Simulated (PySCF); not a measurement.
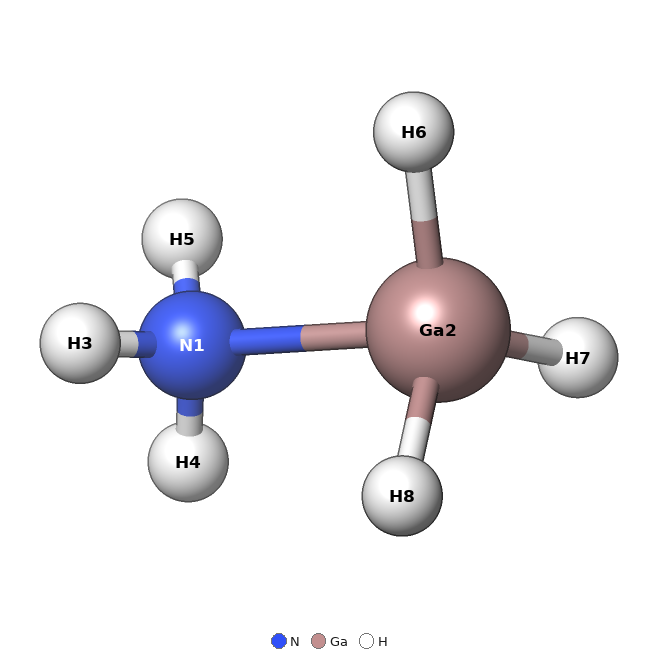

Computed geometry: PBE0-D3(BJ)/def2-SVP optimisation. No frequency run is at hand to confirm it as a minimum. Method: delta-SCF UKS SCAN, pcX-2 on the ionised atom, pcseg-1 elsewhere, spin-free X2C (PySCF 2.14.0).

Give the core-electron binding energies (to vacuum) of N1 1s.

| atom | level | binding energy (eV) |
| --- | --- | --- |
| N1 | 1s | 407.4 |
